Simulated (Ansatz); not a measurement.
Cost and result by functional for the surface energy of the (11-20) surface of wurtzite CdS in its 1x1 cell (cut with top plane 2 Cd + 2 S, bottom plane 2 Cd + 2 S), outermost plane spacing 2.10 Å in the ideal cut, in Ansatz (plane waves, PAW). Single points on the PBE structure, on one kind of machine; costs are rough ratios of the slab run's core time (references not counted) to the cheapest single point. r2SCAN's cost holds its higher cutoff (500 against 420 eV). Differences are taken against r2SCAN for comparison alone: no measured value is at hand, so the table doesn't rank accuracy.

Set-up: 28 atoms, Cd14S14, 12.6 Å thick at the start; mesh 4x4x1; 0.025 eV smearing; dipole correction on; all atoms relaxed; held to the start's symmetry, so lower structures may exist; no spin, no spin-orbit, no U. These notes are the PBE run's.

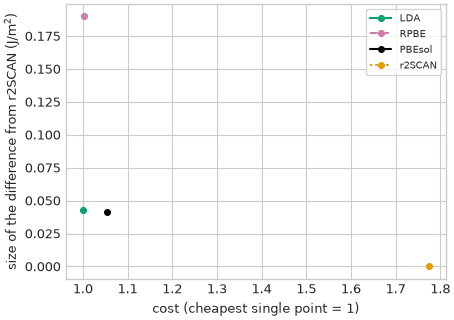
*Difference from r2SCAN against cost*

```csv
functional,relative cost,surface energy (J/m²),less r2SCAN (J/m²)
LDA,1,0.47,0.04
RPBE,1,0.23,-0.19
PBEsol,1,0.38,-0.04
r2SCAN,2,0.42,0.00
PBE (the relaxed run's value),–,0.32,-0.10
```

The values span 0.23 J/m², while the single points' costs differ by a factor of roughly 2. Differences are of unrounded values.

Ansatz is a first-principles code.
